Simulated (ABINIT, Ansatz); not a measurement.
# Quasiparticle gap of CdS (Hawleyite) in ABINIT

Wanted: ground state, empty states, screening and self-energy for CdS (Hawleyite).

Main program and level: ABINIT 10.8.3; PBE and many-body steps on it, plane waves.

**Experimental background.**

- Gap 2.42 eV: optical gap from inflexion point of photoacoustic spectrum, as-grown film; photoacoustic spectroscopy; film (as-grown chemical bath deposited film, about 0.25 um thick, deposited at 80 C) (“Study of the band--gap shift in CdS films: Influence of thermal annealing in different atmospheres”, 1995, arxiv:cond-mat/9501125).

**1. Set-up**

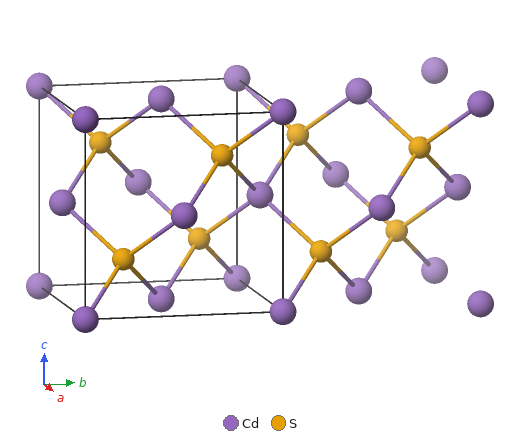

The starting structure, seen slightly off an axis (cadmium purple, sulfur orange). 1×2×1 cells are drawn. This picture shows the conventional cell, with its axes. Bonds to atoms that aren't drawn are left out. Some periodic images of atoms are drawn too.

Coordinates:

```cif
data_structure
_symmetry_space_group_name_H-M 'P 1'
_symmetry_Int_Tables_number 1
_cell_length_a 4.1835
_cell_length_b 4.1835
_cell_length_c 4.1835
_cell_angle_alpha 60.000
_cell_angle_beta 60.000
_cell_angle_gamma 60.000
_cell_volume 51.77
loop_
_atom_site_label
_atom_site_type_symbol
_atom_site_fract_x
_atom_site_fract_y
_atom_site_fract_z
_atom_site_occupancy
Cd1 Cd 0.00000 0.00000 0.00000 1
S2 S 0.25000 0.25000 0.25000 1
```

 The runs that relaxed it are not among those shown.

**2. Ground state**

This step: ABINIT 10.8.3; DFT, PBE, plane waves, norm-conserving pseudopotentials.

The ground-state density comes first.

Contents of run.abi:

```
acell 3*1.0 Angstrom
rprim 
  -0.000000000000 2.958200000000 2.958200000000
  2.958200000000 -0.000000000000 2.958200000000
  2.958200000000 2.958200000000 -0.000000000000
ntypat 2
znucl 48 16
natom 2
typat 1 2
xred 
  0.000000000000 0.000000000000 0.000000000000
  0.250000000000 0.250000000000 0.250000000000
pp_dirpath "pseudos"
pseudos "Cd.upf, S.upf"
ecut 47
ngkpt 6 6 6
nshiftk 1
shiftk 0 0 0
kptopt 1
chksymbreak 0
nband 18
occopt 1
tolvrs 1e-10
nstep 60
prtwf 0
optforces 0
optstress 0
indata_prefix "in"
outdata_prefix "out"
tmpdata_prefix "tmp"
```

Command:

```
> OMP_NUM_THREADS=1 mpirun -n 8 abinit run.abi > log
```

Numbers of over 12 decimals in the logs are rounded to 6 here.

Output:

```text
.Version 10.8.3 of ABINIT. v10.8.2 released Aug 2026.

 Symmetries : space group F-4 3 m (#216); Bravais cF (face-center cubic)
================================================================================
 Values of the parameters that define the memory need of the present run
     intxc =       0    ionmov =       0      iscf =       7    lmnmax =       6
     lnmax =       6     mgfft =      50  mpssoang =       3    mqgrid =    3001
     natom =       2  nloc_mem =       1    nspden =       1   nspinor =       1
    nsppol =       1      nsym =      24    n1xccc =    2501    ntypat =       2
    occopt =       1   xclevel =       2
-    mband =          18        mffmem =           1         mkmem =           2
       mpw =        5396          nfft =      125000          nkpt =          16
================================================================================
  Rough estimation (10% accuracy) of disk space for files :
================================================================================

--------------------------------------------------------------------------------
------------- Echo of variables that govern the present computation ------------
--------------------------------------------------------------------------------
 -outvars: echo values of preprocessed input variables --------
            acell      1.8897261259E+00  1.8897261259E+00  1.8897261259E+00 Bohr

      chksymbreak           0
             ecut      4.70000000E+01 Hartree
-          fftalg         312

              ixc     -101130
              kpt      0.00000000E+00  0.00000000E+00  0.00000000E+00
                       1.66666667E-01  0.00000000E+00  0.00000000E+00
                       3.33333333E-01  0.00000000E+00  0.00000000E+00
                       5.00000000E-01  0.00000000E+00  0.00000000E+00
                       1.66666667E-01  1.66666667E-01  0.00000000E+00
                       3.33333333E-01  1.66666667E-01  0.00000000E+00
                       5.00000000E-01  1.66666667E-01  0.00000000E+00
                      -3.33333333E-01  1.66666667E-01  0.00000000E+00
                      -1.66666667E-01  1.66666667E-01  0.00000000E+00
   [... 5 further rows ...]
                      -3.33333333E-01  3.33333333E-01  1.66666667E-01
                      -3.33333333E-01  5.00000000E-01  1.66666667E-01
         kptrlatt        6    0    0      0    6    0      0    0    6
          kptrlen      4.74343166E+01
P           mkmem           2
            natom           2
            nband          18
            ngfft          50      50      50
             nkpt          16
            nstep          60
             nsym          24
           ntypat           2
              occ      2.000000  2.000000  2.000000  2.000000  2.000000  2.000000
                       2.000000  2.000000  2.000000  2.000000  2.000000  2.000000
                       2.000000  0.000000  0.000000  0.000000  0.000000  0.000000
        optforces           0
        optstress           0
            prtwf           0
            rprim     -0.0000000000E+00  2.9582000000E+00  2.9582000000E+00
[...]
spgroup         216

           tolvrs      1.00000000E-10

             xred      0.0000000000E+00  0.0000000000E+00  0.0000000000E+00
[...]
znucl       48.00000   16.00000

================================================================================

 chkinp: Checking input parameters for consistency.

================================================================================
== DATASET  1 ==================================================================
-   mpi_nproc: 8, omp_nthreads: 1 (-1 if OMP is not activated)

--- !DatasetInfo
iteration_state: {dtset: 1, }
dimensions: {natom: 2, nkpt: 16, mband: 18, nsppol: 1, nspinor: 1, nspden: 1, mpw: 5396, }
cutoff_energies: {ecut:  47.0, pawecutdg:  -1.0, }
electrons: {nelect:   2.60000000E+01, charge:   0.00000000E+00, occopt:   1.00000000E+00, tsmear:   1.00000000E-02, }

 Real(R)+Recip(G) space primitive vectors, cartesian coordinates (Bohr,Bohr^-1):
 R(1)=  0.0000000  5.5901878  5.5901878  G(1)= -0.0894424  0.0894424  0.0894424
 R(2)=  5.5901878  0.0000000  5.5901878  G(2)=  0.0894424 -0.0894424  0.0894424
 R(3)=  5.5901878  5.5901878  0.0000000  G(3)=  0.0894424  0.0894424 -0.0894424
 Unit cell volume ucvol=  3.4938897E+02 bohr^3
 Angles (23,13,12)=  6.00000000E+01  6.00000000E+01  6.00000000E+01 degrees

 getcut: wavevector=  0.0000  0.0000  0.0000  ngfft=  50  50  50
         ecut(hartree)=     47.000   => boxcut(ratio)=   2.05016

--- Pseudopotential description ------------------------------------------------
- Cd Generated using ONCVPSP code by D. R. Hamann
- 48.00000  20.00000  171031                  znucl, zion, pspdat
12 -101130 2 -1 1368                          pspcod,pspxc,lmax,lloc,mmax
     nproj     2     2     2
  pspatm : epsatm=   23.16453630
         --- l  ekb(1:nproj) -->
[...]
pspatm: atomic psp has been read  and splines computed

- S Generated using ONCVPSP code by D. R. Hamann
- 16.00000   6.00000  171031                  znucl, zion, pspdat
12 -101130 2 -1 1146                          pspcod,pspxc,lmax,lloc,mmax
     nproj     2     2     2
  pspatm : epsatm=    9.01821529
         --- l  ekb(1:nproj) -->
[...]
2   -3.547662   -0.986524
 pspatm: atomic psp has been read  and splines computed

   8.36751541E+02                                ecore*ucvol(ha*bohr**3)
--------------------------------------------------------------------------------

_setup2: Arith. and geom. avg. npw (full set) are    5375.829    5375.817

================================================================================

--- !BeginCycle
iteration_state: {dtset: 1, }
solver: {iscf: 7, nstep: 60, nline: 4, wfoptalg: 0, }
tolerances: {tolvrs: 1.00E-10, }

     iter   Etot(hartree)      deltaE(h)  residm     vres2
 ETOT  1  -184.35159087238    -1.844E+02 2.595E+00 5.218E+03
 ETOT  2  -185.46973754420    -1.118E+00 1.667E-01 8.431E+03
 ETOT  3  -186.31871356007    -8.490E-01 2.276E-02 9.759E+02
 ETOT  4  -186.38974022762    -7.103E-02 5.117E-03 2.844E+02
 ETOT  5  -186.41712643919    -2.739E-02 8.788E-04 1.167E+01
 ETOT  6  -186.41830621434    -1.180E-03 4.932E-04 2.382E-01
 ETOT  7  -186.41832559105    -1.938E-05 2.580E-05 9.676E-02
 ETOT  8  -186.41833592172    -1.033E-05 1.881E-05 4.076E-03
 ETOT  9  -186.41833622937    -3.076E-07 3.733E-06 1.347E-03
 ETOT 10  -186.41833637417    -1.448E-07 4.459E-06 1.893E-07
 ETOT 11  -186.41833637427    -1.002E-10 2.694E-06 2.201E-08
 ETOT 12  -186.41833637424     2.575E-11 3.289E-06 5.846E-09
 ETOT 13  -186.41833637427    -3.263E-11 2.103E-06 9.735E-10
 ETOT 14  -186.41833637427     2.842E-12 2.496E-06 1.718E-11

 At SCF step   14       vres2   =  1.72E-11 < tolvrs=  1.00E-10 =>converged.

--- !ResultsGS
iteration_state: {dtset: 1, }
comment   : Summary of ground state results
lattice_vectors:
- [ -0.0000000,   5.5901878,   5.5901878, ]
- [  5.5901878,  -0.0000000,   5.5901878, ]
- [  5.5901878,   5.5901878,  -0.0000000, ]
lattice_lengths: [   7.90572,    7.90572,    7.90572, ]
lattice_angles: [ 60.000,  60.000,  60.000, ] # degrees, (23, 13, 12)
lattice_volume:   3.4938897E+02
convergence: {deltae:  2.842E-12, res2:  1.718E-11, residm:  2.496E-06, diffor:  0.000E+00, }
etotal    :  -1.86418336E+02
entropy   :   0.00000000E+00
fermie    :   1.42795302E-01
cartesian_stress_tensor: null
pressure_GPa: null
xred      :
- [  0.0000E+00,   0.0000E+00,   0.0000E+00, Cd]
- [  2.5000E-01,   2.5000E-01,   2.5000E-01,  S]
cartesian_forces: null
force_length_stats: {min: null, max: null, mean: null, }

 Integrated electronic density in atomic spheres:
 ------------------------------------------------
 Atom  Sphere_radius  Integrated_density
    1        2.00000         17.15956344
    2        2.00000          3.86112709
================================================================================

 ----iterations are completed or convergence reached----

 Mean square residual over all n,k,spin=   10.641E-09; max=  24.963E-07
 reduced coordinates (array xred) for    2 atoms
       0.000000000000      0.000000000000      0.000000000000
       0.250000000000      0.250000000000      0.250000000000
 rms dE/dt=  0.0000E+00; max dE/dt=  0.0000E+00; dE/dt below (all hartree)
    1       0.000000000000      0.000000000000      0.000000000000
    2       0.000000000000      0.000000000000      0.000000000000

 cartesian coordinates (angstrom) at end:
    1      0.000000     0.000000     0.000000
    2      1.479100     1.479100     1.479100
 length scales=  1.889726125908  1.889726125908  1.889726125908 bohr
              =  1.000000000000  1.000000000000  1.000000000000 angstroms
 prteigrs : about to open file out_EIG
 Fermi (or HOMO) energy (hartree) =   0.14280   Average Vxc (hartree)=  -0.33631
 Eigenvalues (hartree) for nkpt=  16  k points:
 kpt#   1, nband= 18, wtk=  0.00463, kpt=  0.0000  0.0000  0.0000 (reduced coord)
  -3.57940   -2.14850   -2.14850   -2.14850   -0.30235   -0.13576   -0.13576   -0.13576
  -0.12022   -0.12022    0.14280    0.14280    0.14280    0.18145    0.38300    0.38300
   0.38300    0.55485
 prteigrs : prtvol=0 or 1, do not print more k-points.

--- !EnergyTerms
iteration_state     : {dtset: 1, }
comment             : Components of total free energy in Hartree
kinetic             :  6.53615260302936E+01
hartree             :  6.61080347037443E+01
xc                  : -2.74060754200403E+01
Ewald energy        : -9.80049582171890E+01
psp_core            :  2.39489967579427E+00
local_psp           : -2.00611027624544E+02
non_local_psp       :  5.73926447766964E+00
total_energy        : -1.86418336374271E+02
total_energy_eV     : -5.07270135441351E+03
band_energy         : -2.14247426293499E+01

== END DATASET(S) ==============================================================
================================================================================

 -outvars: echo values of variables after computation  --------
           etotal     -1.8641833637E+02
            nband          18
             nkpt          16
          spgroup         216
 [... the other variables as echoed above ...]

 Calculation completed.
```

The job ended after 11 s (8 MPI ranks of Intel Xeon Platinum 8488C (Sapphire Rapids), shared host; peak memory 0.75 GiB).

This step gave:

- total energy: -5072.7014 eV
- gap: 1.052 eV
- k of the valence top: 0, 0, 0
- k of the conduction bottom: 0, 0, 0
- least direct gap: 1.052 eV

The gap is direct, at Γ.

(Part 1 of 3 ends here.)

[Paths, hosts, dates, memory and timing lines, banners, echoed tables and standing remarks are left out of the program output.]

[Logs are printed without paths, hosts, clocks, repeated set-up lines and the standing remarks that a program may print on its own settings, such as how far it seeks lower states.]

[Runs of the session that timed out or met a known fault of the program may be left out.]

[Hosts, paths, dates, database ids (printed as entryN), source tags and the programs' standing remarks are cut or masked in the printed files.]

[G0W0 gaps are taken among the corrected bands and points alone; a level outside them can change the order at an edge.]

[Where Ansatz stands beside ABINIT at settings called matched, ABINIT's density can come from a denser mesh and the files from another edition; pairs whose starting gaps differed by over 0.03 eV were left out, so agreement reads better than it is.]
